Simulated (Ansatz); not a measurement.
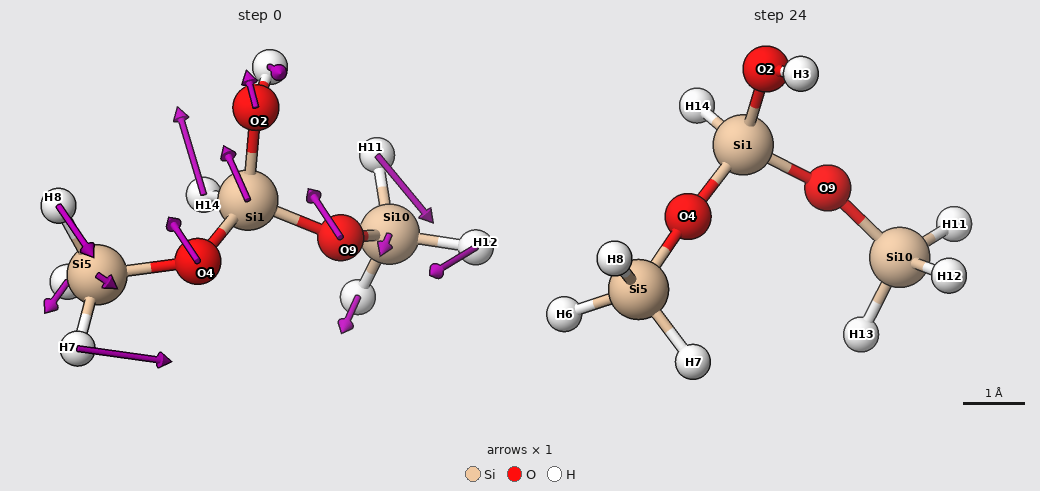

The structure of Si3H8O3 before (left) and after (right) a relaxation, at one scale. The purple arrows give the displacements, at their true length.

Style: ball-and-stick. Shown at a tilt.

The run prepares the start of a later molecular dynamics calculation, from a guessed geometry.

Level of theory: RKS PBE0-D4/6-31G in Ansatz 0.2.0.

Input file:
```yaml
crystal:
  periodic: [false, false, false]
  atoms:
    - { symbol: Si, position_ang: [0.0, 0.0, 0.0] }
    - { symbol: O, position_ang: [0.0, 0.0, 1.68] }
    - { symbol: H, position_ang: [-0.9095, -0.2814, 2.0171] }
    - { symbol: O, position_ang: [1.5842, 0.0, -0.5594] }
    - { symbol: Si, position_ang: [2.4906, -1.3762, -0.8866] }
    - { symbol: H, position_ang: [1.6598, -2.3521, -1.5857] }
    - { symbol: H, position_ang: [3.6318, -1.0202, -1.7249] }
    - { symbol: H, position_ang: [2.9691, -1.9538, 0.366] }
    - { symbol: O, position_ang: [-0.7913, 1.3709, -0.5594] }
    - { symbol: Si, position_ang: [-2.4002, 1.4263, -1.0396] }
    - { symbol: H, position_ang: [-3.2124, 0.6421, -0.1138] }
    - { symbol: H, position_ang: [-2.862, 2.8114, -1.0378] }
    - { symbol: H, position_ang: [-2.5267, 0.8736, -2.385] }
    - { symbol: H, position_ang: [-0.6877, -1.1914, -0.4862] }
basis:
  gaussian: { orbitals: "6-31G" }
hamiltonian:
  xc: pbe0
  dispersion: d4
relax:
  f_tol: 0.02
  max_steps: 40
```

Launched with:
```bash
ansatz run input.yaml --threads 1 --pin off --max-ram 2048MiB --backend cpu --events-out ev --progress --plain --runs-dir out
```

> What changed between the two?

The energy falls by 23.3 kcal/mol in 23 accepted moves (24 points after the start). Largest force component: 1.8 eV/Å at the start, 0.019 eV/Å at the end. The line search rejected the trial step at point 12 of the run. The largest move after the best rigid fit is that of H7, 1.73 Å. By element the largest moves are H 1.73 Å, O 1.35 Å, Si 1.19 Å. Some distances before and after: Si1–Si5 2.980 → 3.353 Å, Si1–Si10 2.979 → 3.323 Å, Si10–H12 1.460 → 1.505 Å, O2–H3 1.010 → 0.966 Å. Bond angles that change, for instance: Si1–O4–Si5 125.0° → 175.1°, Si1–O9–Si10 125.0° → 162.0°, Si1–O2–H3 109.5° → 125.6°. Groups turn about Si1–O9 by about 145°, Si1–O2 by about 130°, O9–Si10 by about 120°.

Limits of the set-up: the basis has no polarisation functions, which atoms past neon need.
